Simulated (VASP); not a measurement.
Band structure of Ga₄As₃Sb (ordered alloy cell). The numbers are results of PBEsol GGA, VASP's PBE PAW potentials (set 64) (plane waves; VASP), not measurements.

Unless said otherwise, spin-orbit coupling is left out, though it shifts the bands of the heavy elements here.

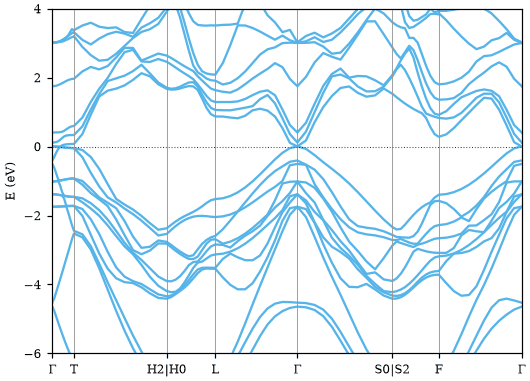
Figure: Bands along high-symmetry lines, zero at the valence-band maximum or, without a gap, the Fermi level

Question: Read the plot: is there a gap, and where are the band edges?

Answer: It has no gap at this level: it comes out as a metal or semimetal. (Edges off the drawn lines would not show.)

The structure was generated: Ga4As3Sb was put into an ordered model structure (R3m), which need not be its known phase. It was relaxed first.
